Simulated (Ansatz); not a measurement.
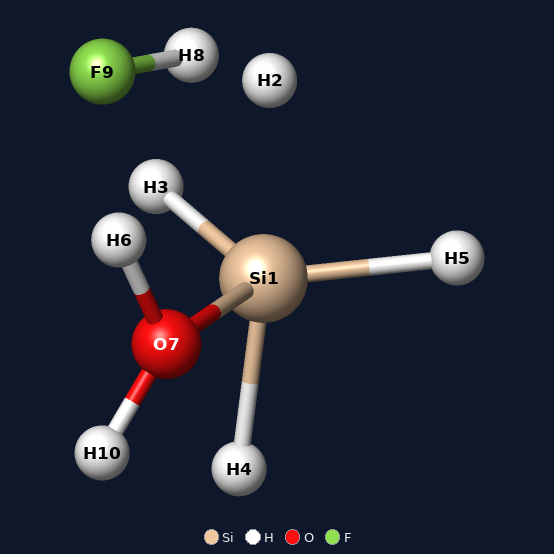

Sticks follow a distance rule. Harmonic vibrations computed with RKS PBE0-D4/def2-TZVP (Ansatz 0.2.0) at a stationary point of the same level.

Minimum or transition state?

A first-order saddle point: one imaginary frequency, 908i cm⁻¹.

How many vibrational modes are there, and where do they lie?

24 modes: 908i, 123, 250, 354, 405, 537, 586, 821, 833, 859, 1013, 1034, 1072, 1087, 1166, 1196, 1429, 1800, 1853, 2051, 2209, 2233, 2393, 3863 cm⁻¹.
